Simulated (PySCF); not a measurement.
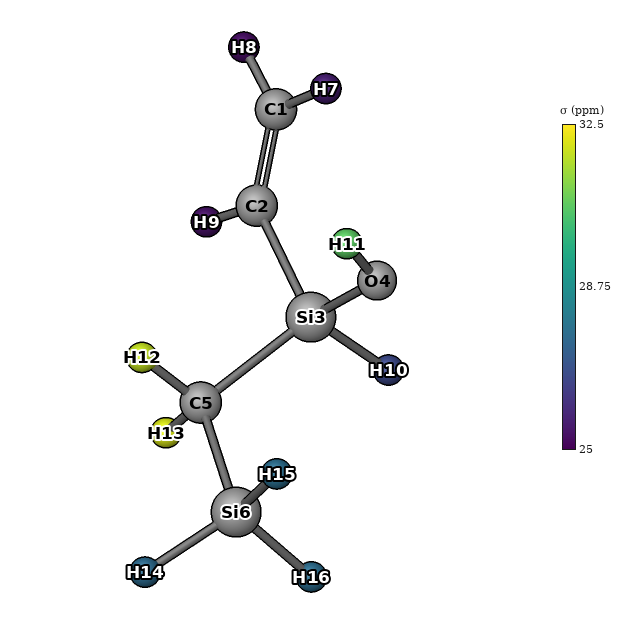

Atoms are coloured by their isotropic NMR shieldings (H only, the others grey). The geometry was computed by an optimisation with GFN2-xTB. No frequency run is at hand to confirm it as a minimum. Level of theory: GIAO PBE0/pcSseg-1 NMR shielding, non-relativistic, gas phase (PySCF 2.14.0).

### Which H atom is the most shielded (lowest chemical shift)?

H13 (32.02 ppm).

### Which H atom is the least shielded (highest chemical shift)?

H8 (25.31 ppm).

### How wide is the range of H shifts?

6.71 ppm.

Give the isotropic NMR shieldings of the H atoms atom by atom.

```json
{"atom": "H7", "σ (ppm)": "25.65"}
{"atom": "H8", "σ (ppm)": "25.31"}
{"atom": "H9", "σ (ppm)": "25.38"}
{"atom": "H10", "σ (ppm)": "26.68"}
{"atom": "H11", "σ (ppm)": "30.62"}
{"atom": "H12", "σ (ppm)": "31.81"}
{"atom": "H13", "σ (ppm)": "32.02"}
{"atom": "H14", "σ (ppm)": "27.63"}
{"atom": "H15", "σ (ppm)": "27.71"}
{"atom": "H16", "σ (ppm)": "27.69"}
```

The geometry is semi-empirical. Around Si such bond lengths and angles can be off by a tenth of an ångström or more and by several degrees, and values that hang on the shape move with them.
